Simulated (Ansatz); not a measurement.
# What Sc3B (built on the sites of a database entry of La3In) distorts into, part 2 of 3

Which phase does Sc3B (built on the sites of a database entry of La3In) fall into along its unstable mode, and how much energy does it gain?

Ansatz 0.2.0; DFT PBEsol, scalar-relativistic, plane waves, PAW.

So far, highest frequency on the path or at a solved wavevector (cm⁻¹): step 2 (the dispersion) 369. Also lowest frequency on the path (cm⁻¹): step 2 -90.7.

The structure was built from a prototype and need not be the compound's stable phase.

**6. Relaxing from the distorted cell**

Starting from the lowest point found, all atoms and the cell are let go, so that strain and other modes of the same symmetry can join in.

input.yaml

```yaml
crystal:
  lattice:
    - [-4.0584555828, 0.0, 0.0]
    - [0.0, -4.0584555828, -4.0584555828]
    - [0.0, -4.0584555828, 4.0584555828]
  atoms:
    - { symbol: Sc, position: [1.0, 0.0, 0.5] }
    - { symbol: Sc, position: [1.0, 0.5, 0.0] }
    - { symbol: Sc, position: [0.5, 0.6760802554, 0.3239197446] }
    - { symbol: Sc, position: [0.5, 0.3239197446, 0.6760802554] }
    - { symbol: Sc, position: [0.5, 0.8239197446, 0.8239197446] }
    - { symbol: Sc, position: [0.5, 0.1760802554, 0.1760802554] }
    - { symbol: B, position: [0.0, 0.5, 0.5] }
    - { symbol: B, position: [0.0, 1.0, 1.0] }
kpoints:
  mp_grid: { grid: [8, 6, 6] }
hamiltonian:
  xc: pbesol
scf:
  occupations: { method: methfessel_paxton, width: 0.15 }
output:
  forces: true
  stress: true
  eigenvalues: true
  write_density: true
  write_potential: true
  elf: true
  volumetric_format: npy
relax:
  adjacent_minimum: "off"
  f_tol: 0.002
  max_steps: 120
  cell: { stress_tol: 0.03 }
```

Started as:

```
ansatz run input.yaml --threads 8 --pin off --max-ram 14336MiB --backend cpu --events-out ev --progress --plain --runs-dir out
```

Numbers of over 12 decimals in the logs are rounded to 6 here.

The log of the run:

```text
[...]
Crystal: 8 atoms, lattice volume = 133.694 Å³
Basis set: ecut = 420 eV, 2617 PW (Γ), exchange–correlation on 60×80×80 points (8 copies of the dense FFT grid, shifted against one another)
Bands: 44, of which v1, the nominal top of the filled ones, is band 36 counted from 1 (35 counted from 0)
Symmetry: 16 space group operations
[...]
k-points: 50 of 288
[...]
SCF iter   1: F=—  HF=-12972.491696 eV  |F-HF|=—  |Δ(HF+E_count)|=         —  Δρ=9.67e-3  dr2=1.90e-1  ethr=1.77e-3  ⟨swp⟩=5.4  Hψ=8723  notcnv=0
[...]
SCF iter   7: F=-12972.445525 eV  HF=-12972.445525 eV  |F-HF|=8.43e-9  |Δ(HF+E_count)|=   6.94e-8  S|Δr|=    0.00e0  Δρ=3.03e-6  dr2=1.65e-8  ethr=1.39e-10  ⟨swp⟩=8.6  Hψ=12433  notcnv=0
SCF 1 converged in 7 iterations: F = -12972.445525 eV  dr2 = 1.65e-8
[...]
relax step   1: F+E_penalty+E_count = -12972.44552479 eV  Δ(F+E_penalty+E_count) = +0.000e0 eV  max|allowed force component| = 2.715e-1 eV/Å  Δτ_max = 0.0000 Å  P = +4.929 GPa  Ω = 133.694 Å³  (7 SCF iters, dr2 threshold 1.00e-7 eV, accepted)
Crystal: 8 atoms, lattice volume = 140.958 Å³
Basis set: ecut = 420 eV, 2787 PW (Γ), exchange–correlation on 60×80×80 points (8 copies of the dense FFT grid, shifted against one another)
[...]
SCF iter   5: F=-12972.706608 eV  HF=-12972.706608 eV  |F-HF|=3.12e-7  |Δ(HF+E_count)|=   4.33e-6  S|Δr|=    0.00e0  Δρ=2.17e-5  dr2=7.02e-7  ethr=1.11e-9  ⟨swp⟩=8.0  Hψ=15066  notcnv=0
SCF 2 converged in 5 iterations: F = -12972.706608 eV  dr2 = 7.02e-7
[...]
relax step   2: F+E_penalty+E_count = -12972.70660778 eV  Δ(F+E_penalty+E_count) = -2.611e-1 eV  max|allowed force component| = 1.220e-1 eV/Å  Δτ_max = 0.0127 Å  P = -0.417 GPa  Ω = 140.958 Å³  energy of the carried Pulay correction = -1.906e-3 eV  (5 SCF iters, dr2 threshold 8.00e-7 eV, accepted)
Crystal: 8 atoms, lattice volume = 139.906 Å³
Basis set: ecut = 420 eV, 2739 PW (Γ), exchange–correlation on 60×80×80 points (8 copies of the dense FFT grid, shifted against one another)
[...]
SCF iter   6: F=-12972.771988 eV  HF=-12972.771988 eV  |F-HF|=1.76e-8  |Δ(HF+E_count)|=   1.85e-7  S|Δr|=    0.00e0  Δρ=5.58e-6  dr2=4.08e-8  ethr=1.11e-9  ⟨swp⟩=9.4  Hψ=13515  notcnv=0
SCF 3 converged in 6 iterations: F = -12972.771988 eV  dr2 = 4.08e-8
relax step   3: F+E_penalty+E_count = -12972.77198834 eV  Δ(F+E_penalty+E_count) = -6.538e-2 eV  max|allowed force component| = 9.902e-2 eV/Å  Δτ_max = 0.0242 Å  P = -0.013 GPa  Ω = 139.906 Å³  energy of the carried Pulay correction = -1.636e-3 eV  (6 SCF iters, dr2 threshold 8.00e-7 eV, accepted)
[...]
relax step   4: F+E_penalty+E_count = -12972.77595167 eV  Δ(F+E_penalty+E_count) = -3.963e-3 eV  max|allowed force component| = 5.888e-2 eV/Å  Δτ_max = 0.0316 Å  P = -0.288 GPa  Ω = 140.594 Å³  energy of the carried Pulay correction = -1.812e-3 eV  (6 SCF iters, dr2 threshold 6.13e-7 eV, accepted)
[...]
relax step   5: F+E_penalty+E_count = -12972.77795351 eV  Δ(F+E_penalty+E_count) = -2.002e-3 eV  max|allowed force component| = 7.195e-3 eV/Å  Δτ_max = 0.0119 Å  P = +0.030 GPa  Ω = 139.917 Å³  energy of the carried Pulay correction = -1.638e-3 eV  (5 SCF iters, dr2 threshold 3.34e-7 eV, accepted)
[...]
relax step   6: F+E_penalty+E_count = -12972.77796315 eV  Δ(F+E_penalty+E_count) = -9.641e-6 eV  max|allowed force component| = 1.062e-3 eV/Å  Δτ_max = 0.0012 Å  P = +0.003 GPa  Ω = 139.987 Å³  energy of the carried Pulay correction = -1.657e-3 eV  (5 SCF iters, dr2 threshold 5.34e-9 eV, accepted)
[...]
relax step   7: F+E_penalty+E_count = -12972.78117720 eV  Δ(F+E_penalty+E_count) = -3.214e-3 eV  max|allowed force component| = 9.612e-4 eV/Å  Δτ_max = 0.0000 Å  P = +0.022 GPa  Ω = 139.987 Å³  stress off target by 6.32e-2 GPa  SCF on the basis re-selected at this cell (its energy is not comparable with the rows above)  (6 SCF iters)
[...]
relax step   8: F+E_penalty+E_count = -12972.78118187 eV  Δ(F+E_penalty+E_count) = -4.673e-6 eV  max|allowed force component| = 3.382e-5 eV/Å  Δτ_max = 0.0001 Å  P = +0.001 GPa  Ω = 140.016 Å³  energy of the carried Pulay correction = -8.347e-6 eV  (5 SCF iters, dr2 threshold 9.99e-9 eV, accepted)
[...]
SCF iter   4: F=-12972.781194 eV  HF=-12972.781194 eV  |F-HF|=1.46e-11  |Δ(HF+E_count)|=  6.55e-11  S|Δr|=    0.00e0  Δρ=1.75e-7  dr2=2.86e-11  ethr=1.00e-12  ⟨swp⟩=3.7  Hψ=9468  notcnv=0
SCF 9 converged in 4 iterations: F = -12972.781194 eV  dr2 = 2.86e-11
relax step   9: F+E_penalty+E_count = -12972.78119360 eV  Δ(F+E_penalty+E_count) = -1.173e-5 eV  max|allowed force component| = 3.179e-5 eV/Å  Δτ_max = 0.0000 Å  P = +0.001 GPa  Ω = 140.016 Å³  stress off target by 2.66e-3 GPa  SCF on the basis re-selected at this cell (its energy is not comparable with the rows above)  (4 SCF iters)
[...]
SCF converged after 4 iterations
[...]
Free energy (F): -12972.781194 eV
[...]
Internal energy: -12972.785161 eV  (E = F + TS)
E sigma→0 (E₀):  -12972.782185 eV
Entropy (-TS):   0.003967 eV (0.496 meV/atom)
Fermi energy:    10.941616 eV
[...]
--- Forces (eV/Å), atoms counted from 1 ---
  atom   1  Sc    -0.00000000     0.00000000    -0.00000000
  atom   2  Sc    -0.00000000     0.00000000     0.00000000
  atom   3  Sc     0.00000000     0.00000000     0.00003179
  atom   4  Sc    -0.00000000    -0.00000000    -0.00003179
  atom   5  Sc     0.00000000    -0.00003179     0.00000000
  atom   6  Sc    -0.00000000     0.00003179    -0.00000000
  atom   7  B      0.00000000     0.00000000     0.00000000
  atom   8  B      0.00000000     0.00000000     0.00000000
  max |Σ_I F_I| component: 3.47e-18 eV/Å
--- Stress (GPa, compression-positive) ---
        0.002660       0.000000       0.000000
        0.000000      -0.000221      -0.000000
        0.000000      -0.000000      -0.000221
  P = ⅓ Tr σ = 0.0007 GPa (0.007 kbar)
--- Band table (eV; the first three rows and the last of 50) ---
  k-point 0: bands = [... 32 lower, 10.3703, 10.3703, 10.4727, 10.4995, 10.5065, 10.5065, 11.5328, 12.1201, ... 4 higher]
  k-point 1: bands = [... 32 lower, 9.9204, 10.1924, 10.4475, 10.4584, 10.7134, 10.9600, 11.4875, 12.0234, ... 4 higher]
  k-point 2: bands = [... 32 lower, 9.5898, 9.5976, 10.5377, 10.6604, 10.9660, 11.0245, 11.4464, 11.7049, ... 4 higher]
  k-point 49: bands = [... 32 lower, 10.0377, 10.0377, 10.8564, 10.8564, 11.5094, 11.5094, 11.8292, 11.8292, ... 4 higher]
--- Relaxed structure (7 steps of the walk, 7 accepted, 2 SCFs on fresh bases) ---
  F+E_penalty+E_count = -12972.78119360 eV   max|allowed force component| = 3.179e-5 eV/Å   (the final SCF, on the basis selected at the relaxed cell)
  cell:  # Å, volume = 140.0156 Å³
    - [-4.397334, 0, 0]
    - [0, -3.990052, -3.990052]
    - [0, -3.990052, 3.990052]
  atoms:
    - { symbol: Sc, position: [1.0, 0.0, 0.500000] }
    - { symbol: Sc, position: [1.0, 0.500000, 0.0] }
    - { symbol: Sc, position: [0.5, 0.672060, 0.327940] }
    - { symbol: Sc, position: [0.5, 0.327940, 0.672060] }
    - { symbol: Sc, position: [0.5, 0.827940, 0.827940] }
    - { symbol: Sc, position: [0.5, 0.172060, 0.172060] }
    - { symbol: B, position: [0, 0.500000, 0.500000] }
    - { symbol: B, position: [0, 1.000000, 1.000000] }
```

Run time: 22 s. Hardware: 8 threads of Arm Neoverse V2, shared host; peak memory 0.79 GiB.

Step by step:

```tsv
step	energy less that of the first step (eV)	largest force component (eV/Å)	pressure (GPa)	volume (Å³)
1	0.0000	0.2715	4.93	133.69
2	-0.2611	0.1220	-0.42	140.96
3	-0.3265	0.0990	-0.01	139.91
4	-0.3304	0.0589	-0.29	140.59
5	-0.3324	0.0072	0.03	139.92
6	-0.3324	0.0011	0.00	139.99
7*	-0.3357	0.0010	0.02	139.99
8	-0.3357	0.0000	0.00	140.02
9*	-0.3357	0.0000	0.00	140.02
```

Relaxation steps marked * repeat the geometry before them on a plane-wave basis chosen anew for their cell, so energy and pressure can jump there.

The run keeps the 16 symmetry operations that it works with, so distortions that break them were not tested.

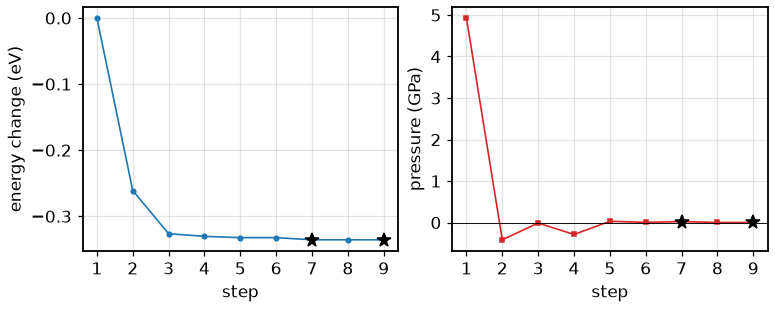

Energy and pressure along the relaxation. Stars mark steps on a basis chosen anew.

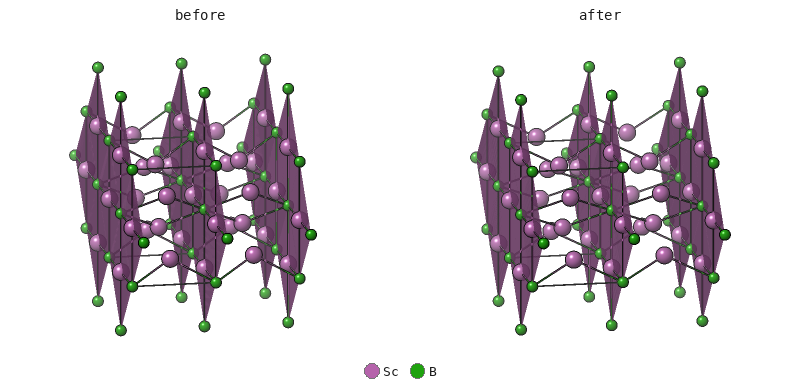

Before and after, at one scale.

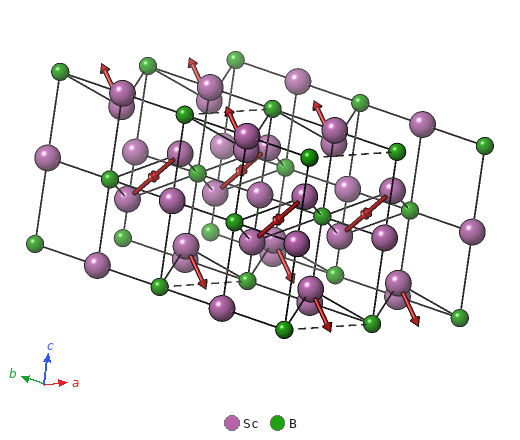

Displacements in the relaxation, exaggerated, measured against the changing cell; the longest in the cell stands for 0.03 Å. 2×2×1 cells are drawn. Some periodic images of atoms are drawn too.

```tsv
cell as run	before	after	change
a (Å)	4.058	4.397	+8.3 %
b (Å)	5.740	5.643	-1.7 %
c (Å)	5.740	5.643	-1.7 %
volume (Å³/atom)	16.71	17.50	+4.7 %
```

The atoms that moved most (Å, as changes of fractional coordinates times the final cell):

```tsv
atom	dx	dy	dz	length
Sc4	0.000	0.000	-0.032	0.032
Sc3	0.000	0.000	0.032	0.032
Sc6	0.000	0.032	0.000	0.032
Sc5	0.000	-0.032	0.000	0.032
```

Numbers from this step:

```yaml
pressure: 7.40e-4 GPa
volume_per_atom: 17.50 Å³
```

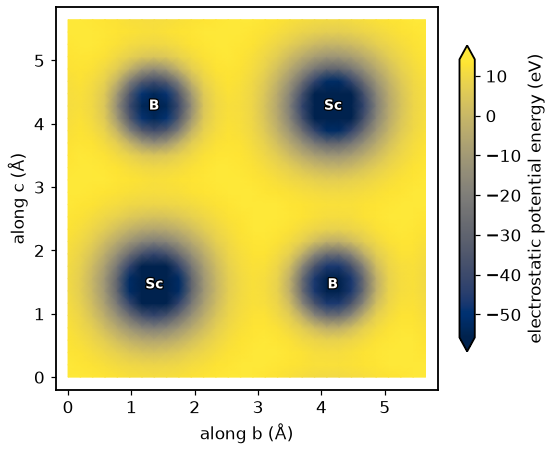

Electrostatic potential energy in the bc plane at fractional x = 0.000, with atoms of Sc and B within 0.2 Å of it. With pseudopotentials it is smooth inside the atoms' cores, unlike the true potential. The map starts off the cell's origin, so that atoms lie inside it.

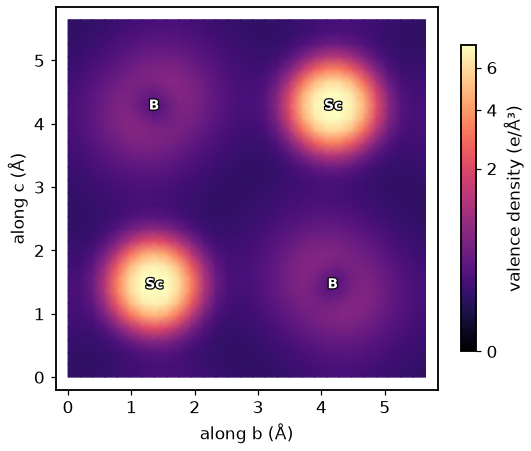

Valence density in the bc plane at fractional x = 0.000, with atoms of Sc and B within 0.2 Å of it. It is the smooth field of the valence electrons, not physical close to the nuclei. The map starts off the cell's origin, so that atoms lie inside it. The colour scale is stretched toward low values.

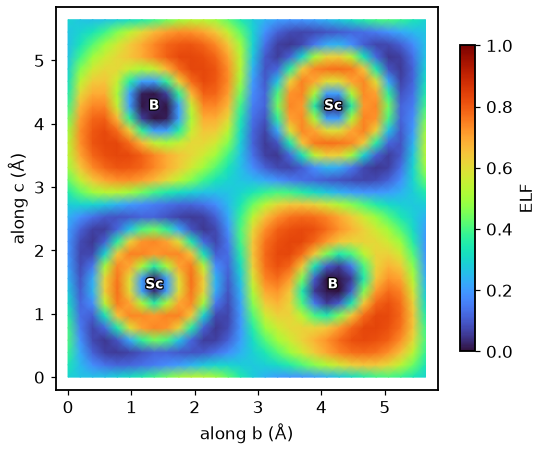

ELF in the bc plane at fractional x = 0.000, with atoms of Sc and B within 0.2 Å of it. It is the smooth field of the valence electrons, not physical close to the nuclei. The map starts off the cell's origin, so that atoms lie inside it.

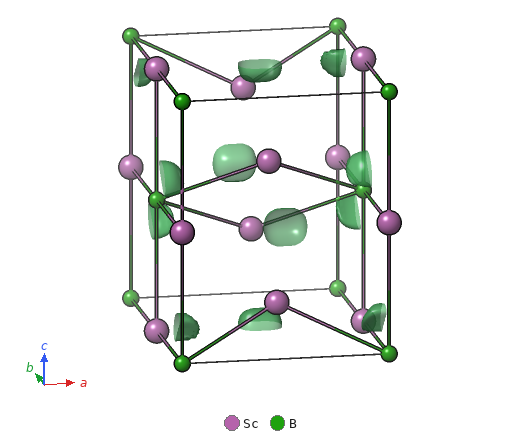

Surface of ELF = 0.81.

The distorted start has space group P4/mbm; the relaxation ends in P4/mbm.

**7. The new phase in its own primitive cell**

The relaxed structure is symmetrised, reduced to its primitive cell and relaxed tightly, as its phonons need.

input.yaml

```yaml
crystal:
  lattice:
    - [5.6427850869, 0.0, 0.0]
    - [0.0, 5.6427850869, 0.0]
    - [0.0, 0.0, 4.3973343618]
  atoms:
    - { symbol: Sc, position: [0.0, 0.0, 0.0] }
    - { symbol: Sc, position: [0.5, 0.5, 0.0] }
    - { symbol: Sc, position: [0.6720595828, 0.8279404172, 0.5] }
    - { symbol: Sc, position: [0.3279404172, 0.1720595828, 0.5] }
    - { symbol: Sc, position: [0.8279404172, 0.3279404172, 0.5] }
    - { symbol: Sc, position: [0.1720595828, 0.6720595828, 0.5] }
    - { symbol: B, position: [0.5, 0.0, 0.0] }
    - { symbol: B, position: [0.0, 0.5, 0.0] }
kpoints:
  mp_grid: { grid: [6, 6, 8] }
hamiltonian:
  xc: pbesol
scf:
  occupations: { method: methfessel_paxton, width: 0.15 }
output:
  forces: true
  stress: true
  eigenvalues: true
relax:
  adjacent_minimum: "off"
  f_tol: 0.001
  max_steps: 60
  cell: { stress_tol: 0.01 }
```

The log of the run:

```text
[...]
Crystal: 8 atoms, lattice volume = 140.016 Å³
Basis set: ecut = 420 eV, 2755 PW (Γ), exchange–correlation on 80×80×60 points (8 copies of the dense FFT grid, shifted against one another)
Bands: 44, of which v1, the nominal top of the filled ones, is band 36 counted from 1 (35 counted from 0)
Symmetry: 16 space group operations
[...]
k-points: 50 of 288
[...]
- [0.0, 0.0, 4.3973343618]
  atoms:
    - { symbol: Sc, position: [0.0, 0.0, 0.0] }
    - { symbol: Sc, position: [0.500000, 0.500000, 0.0] }
    - { symbol: Sc, position: [0.672060, 0.8279404172, 0.500000] }
    - { symbol: Sc, position: [0.327940, 0.172060, 0.500000] }
    - { symbol: Sc, position: [0.8279404172, 0.327940, 0.500000] }
    - { symbol: Sc, position: [0.172060, 0.672060, 0.500000] }
    - { symbol: B, position: [0.500000, 0.0, 0.0] }
    - { symbol: B, position: [0.0, 0.500000, 0.0] }
[key lines of the parts left out:]
SCF converged after 6 iterations
Free energy (F): -12972.781194 eV
Fermi energy:    10.941616 eV
P = ⅓ Tr σ = 0.0007 GPa (0.007 kbar)
```

The job ended after 5.2 s (8 threads; peak memory 0.77 GiB).

Little changed from the start: no atom moved by 0.005 Å and no cell edge by 0.1 %.

The largest force component left is 0.022 meV/Å and the pressure is 0.001 GPa, within the tolerances set. The cell now holds 17.50 Å³/atom.

(Continued in part 3 of 3.)

[Logs are printed without paths, hosts, clocks, repeated set-up lines and the standing remarks that a program may print on its own settings, such as how far it seeks lower states.]

[Hosts, paths, dates, database ids (printed as entryN), source tags and the programs' standing remarks are cut or masked in the printed files.]
